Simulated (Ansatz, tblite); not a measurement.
# SbH2(SiMe3) (C₃H₁₁SbSi): which spin state is lowest

Aim: set other spin states of SbH2(SiMe3) (C₃H₁₁SbSi) against its singlet, on many levels of theory.

Program: Ansatz 0.2.0, Gaussian basis. Level of theory: as each input shows. These are calculated values, not measurements.

Levels to be run: triplet, at the geometry of the singlet (GFN1-xTB, GFN2-xTB, PBE0-D4/def2-TZVP, PBE-D4/def2-TZVP, r2SCAN-D4/def2-TZVP); the singlet's energies come from earlier runs.

2 further runs of the same task are left out: 2 set aside as unsound or not needed.

## (1) The relaxed structure

The geometry is that of the singlet, from an earlier relaxation (B3LYP-D4/def2-SVP).

16 atoms, charge 0, spin multiplicity 1.

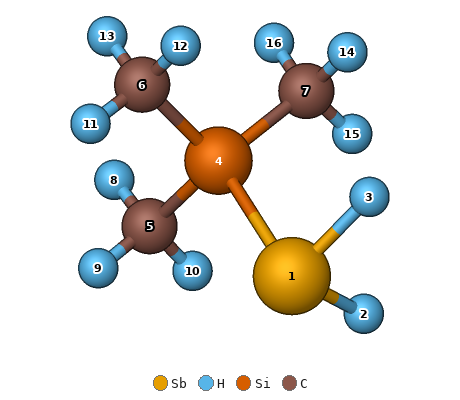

The structure; antimony amber, hydrogen blue, silicon orange, carbon brown; atoms are numbered from 1 in the order of the file.

Sb takes a core potential in the def2 sets. No spin-orbit coupling is included.

## (2) Triplet at the fixed geometry, GFN1-xTB

Tight binding, by tblite at 300 K electronic temperature and without a spin-polarisation term:

```python
tblite.interface.Calculator('GFN1-xTB', numbers, positions, charge=0, uhf=2).singlepoint()
```

Energy -448.1913 eV; 0.038 s.

## (3) Triplet at the fixed geometry, GFN2-xTB

Tight binding, by tblite at 300 K electronic temperature and without a spin-polarisation term:

```python
tblite.interface.Calculator('GFN2-xTB', numbers, positions, charge=0, uhf=2).singlepoint()
```

Energy -429.8814 eV; 0.036 s.

## (4) Triplet at the fixed geometry, PBE0-D4/def2-TZVP

in.yaml

```yaml
crystal:
  periodic: [false, false, false]
  atoms:
    - {symbol: Sb, position_ang: [1.108846, 1.919372, 1.471621]}
    - {symbol: H, position_ang: [2.509102, 1.848859, 0.465901]}
    - {symbol: H, position_ang: [0.381790, 3.098497, 0.442857]}
    - {symbol: Si, position_ang: [-0.015412, -0.022604, 0.129342]}
    - {symbol: C, position_ang: [0.912028, -1.620227, 0.533974]}
    - {symbol: C, position_ang: [-1.809563, -0.159589, 0.711459]}
    - {symbol: C, position_ang: [0.033678, 0.296896, -1.731819]}
    - {symbol: H, position_ang: [0.438317, -2.479093, 0.028055]}
    - {symbol: H, position_ang: [0.910172, -1.823062, 1.617098]}
    - {symbol: H, position_ang: [1.961049, -1.568491, 0.200313]}
    - {symbol: H, position_ang: [-1.865291, -0.339548, 1.797216]}
    - {symbol: H, position_ang: [-2.373123, 0.761565, 0.491366]}
    - {symbol: H, position_ang: [-2.318558, -0.996343, 0.202785]}
    - {symbol: H, position_ang: [-0.499856, 1.225772, -1.988936]}
    - {symbol: H, position_ang: [1.070344, 0.392654, -2.091970]}
    - {symbol: H, position_ang: [-0.443543, -0.534657, -2.279273]}
basis:
  gaussian: {orbitals: def2-TZVP}
magnetization: {spin_polarized: true, initial_magnetization: 2}
hamiltonian: {xc: pbe0, dispersion: d4}
scf: {omitted_lower_state_checks: [starts]}
output: {orbitals: {seedname: orbitals}}
```

On the command line:

```bash
$ ansatz run in.yaml --threads 4 --pin off --events-out ev --progress --plain --max-ram 4787MiB
```

What it wrote:

```text
Functional definition: PBE0
  name "PBE0"
  cite "Adamo & Barone, J. Chem. Phys. 110, 6158 (1999) doi:10.1063/1.478522"
  cite "Perdew, Burke & Ernzerhof, Phys. Rev. Lett. 77, 3865 (1996) doi:10.1103/PhysRevLett.77.3865"
  parent pbe
  parameter a = 0.25
  parameter kappa = 0.804
  parameter beta = 0.06672455060314922
  exchange = (1 - a)*pbe_x(kappa = kappa, mu = beta*pi^2/3) + a*exact_x
  correlation = pbe_c(beta = beta)
these checks for a lower state are left out or cut short: starts
1733 factors; their error is unknown
mean field evaluation 1: about -17680.1474 eV, gradient 5.8e1 eV
mean field evaluation 2: about -17652.7040 eV, gradient 8.2e1 eV
mean field evaluation 4: about -17696.0630 eV, gradient 5.8e0 eV
mean field evaluation 8: about -17696.2722 eV, gradient 3.2e-1 eV
mean field evaluation 16: about -17696.3506 eV, gradient 3.2e-2 eV
mean field -17696.53942006 eV, -650.3358285419 hartree, gradient 5.5e-6 eV, S^2 2.005183; 0 other end points of the search recorded, 0 dependent functions left out
reference -17696.53946269 eV, -650.3358301086 hartree; 34, 32 occupied and 212, 214 virtual orbitals, 1733 factors
Total energy: -17696.89715209 eV, -650.3489749518 hartree
Checks for a lower state left out: starts
```

It took 45 s on 4 threads of Intel Xeon at 2.50GHz, shared host; peak memory 1.5 GiB.

HOMO -2.27 eV, LUMO -4.66 eV (over both spins; with the spin held, an empty level of the minority spin lies below the top filled one); ⟨S²⟩ 2.005 (pure: 2.00).

## (5) Triplet at the fixed geometry, PBE-D4/def2-TZVP

start.molden holds the orbitals of an earlier run on this state, given as this run's starting guess.

Edit in.yaml of step 4 so:

```diff
@@ -20,5 +20,5 @@
 basis:
-  gaussian: {orbitals: def2-TZVP}
+  gaussian: {orbitals: def2-TZVP, initial_orbitals: start.molden}
 magnetization: {spin_polarized: true, initial_magnetization: 2}
-hamiltonian: {xc: pbe0, dispersion: d4}
+hamiltonian: {xc: pbe, dispersion: d4}
 scf: {omitted_lower_state_checks: [starts]}
```

Launched as before.

What it wrote:

```text
Functional definition: PBE
  name "PBE"
  cite "Perdew, Burke & Ernzerhof, Phys. Rev. Lett. 77, 3865 (1996) doi:10.1103/PhysRevLett.77.3865"
  parent pbe
  parameter kappa = 0.804
  parameter beta = 0.06672455060314922
  exchange = pbe_x(kappa = kappa, mu = beta*pi^2/3)
  correlation = pbe_c(beta = beta)
these checks for a lower state are left out or cut short: starts
1659 factors; their error is unknown
mean field evaluation 1: about -17694.6648 eV, gradient 7.1e0 eV
mean field evaluation 2: about -17694.7952 eV, gradient 1.8e-1 eV
mean field evaluation 4: about -17694.7584 eV, gradient 4.1e-3 eV
mean field evaluation 8: about -17694.7584 eV, gradient 7.6e-5 eV
mean field -17694.75839515 eV, -650.2703770839 hartree, gradient 4.9e-6 eV, S^2 2.003736; 0 other end points of the search recorded, 0 dependent functions left out
reference -17694.75845288 eV, -650.2703792052 hartree; 34, 32 occupied and 212, 214 virtual orbitals, 1659 factors
Total energy: -17695.17116974 eV, -650.2855462703 hartree
Checks for a lower state left out: starts
```

Wall time 24 s (4 threads of Intel Xeon at 2.50GHz, shared host); peak memory 0.87 GiB.

From the report: HOMO -1.54 eV, LUMO -5.49 eV (over both spins; with the spin held, an empty level of the minority spin lies below the top filled one); ⟨S²⟩ 2.004 (pure: 2.00).

## (6) Triplet at the fixed geometry, r2SCAN-D4/def2-TZVP

Edit in.yaml of step 5 so:

```diff
@@ -22,3 +22,3 @@
 magnetization: {spin_polarized: true, initial_magnetization: 2}
-hamiltonian: {xc: pbe, dispersion: d4}
+hamiltonian: {xc: r2scan, dispersion: d4}
 scf: {omitted_lower_state_checks: [starts]}
```

Same command.

What it wrote:

```text
Functional definition: r2SCAN
  name "r2SCAN"
  cite "Furness, Kaplan, Ning, Perdew & Sun, J. Phys. Chem. Lett. 11, 8208 (2020) doi:10.1021/acs.jpclett.0c02405"
  cite "Furness, Kaplan, Ning, Perdew & Sun, J. Phys. Chem. Lett. 11, 9248 (2020) doi:10.1021/acs.jpclett.0c03077"
  parent r2scan
  parameter k0 = 0.174
  parameter k1 = 0.065
  parameter a1 = 4.9479
  exchange = r2scan_x(k0 = k0, k1 = k1, a1 = a1)
  correlation = r2scan_c
these checks for a lower state are left out or cut short: starts
1659 factors; their error is unknown
mean field evaluation 1: about -17703.6030 eV, gradient 4.7e0 eV
mean field evaluation 2: about -17703.6562 eV, gradient 6.9e-2 eV
mean field evaluation 4: about -17703.6238 eV, gradient 9.7e-3 eV
mean field evaluation 8: about -17703.6239 eV, gradient 1.7e-5 eV
mean field -17703.62386847 eV, -650.5961772191 hartree, gradient 5.2e-6 eV, S^2 2.006872; 0 other end points of the search recorded, 0 dependent functions left out
reference -17703.62388941 eV, -650.5961779885 hartree; 34, 32 occupied and 212, 214 virtual orbitals, 1659 factors
Total energy: -17703.73180088 eV, -650.6001436618 hartree
Checks for a lower state left out: starts
```

Run time: 47 s. Hardware: 4 threads of Intel Xeon at 2.50GHz, shared host; peak memory 0.96 GiB.

From the report: HOMO -1.65 eV, LUMO -5.24 eV (over both spins; with the spin held, an empty level of the minority spin lies below the top filled one); ⟨S²⟩ 2.007 (pure: 2.00).

## (7) Triplet less singlet, vertical

The singlet's energies are those of its earlier runs, whose logs aren't repeated here.

```csv
level,"triplet less singlet, vertical (eV)",time
GFN1-xTB,+4.535,0.056 s
GFN2-xTB,+3.667,0.056 s
PBE-D4/def2-TZVP,+4.455,30 s
r2SCAN-D4/def2-TZVP,+4.502,61 s
PBE0-D4/def2-TZVP,+4.548,53 s
```

Times add the two runs; a level without a time comes out of a correlated run. Tight binding without a spin term can't rank spin states.

## (8) Summary of results

| quantity | value |
| --- | --- |
| triplet less singlet, vertical, functionals in def2-TZVP | +4.455 (PBE-D4) to +4.548 eV (PBE0-D4) |

**Reading.** All functionals put the triplet above the singlet, over a spread of 0.093 eV. The checks for a lower triplet were left out, so another state of that spin may lie lower. These are electronic energies, without zero-point motion, entropy or surroundings.
